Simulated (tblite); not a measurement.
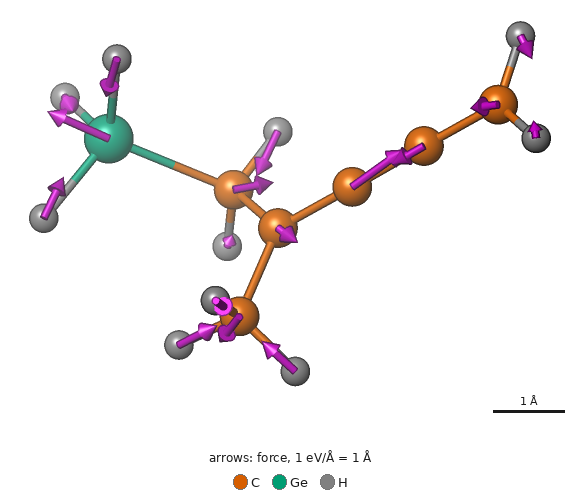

Starting geometry of C6H10Ge with the computed forces as purple arrows. The picture is a ball-and-stick view, seen at a tilt.

Method: GFN2-xTB geometry optimisation, gas phase (tblite). 

### What follows when this structure is relaxed?

It isn't relaxed: the largest force vector, on the Ge atom, is 1.01 eV/Å. The final displacements have little in common with the starting forces (cosine between the two patterns 0.27). The largest moves after the best rigid fit, 1.11 Å, are those of H atoms. Largest moves by element: H 1.11 Å, Ge 0.16 Å, C 0.13 Å. Some distances before and after: Ge–H 1.555 → 1.493 Å, C–Ge 1.947 → 1.987 Å, C–H 1.117 → 1.092 Å, C–C 1.513 → 1.498 Å. Among the angles between lasting bonds that change: C–C–C 120.7° → 116.7°, C–C–C 118.2° → 121.8°, H–C–H 120.3° → 117.1°. Groups turn about C–C by about 60°. After 127 geometry steps the energy has fallen by 20.0 kJ/mol.
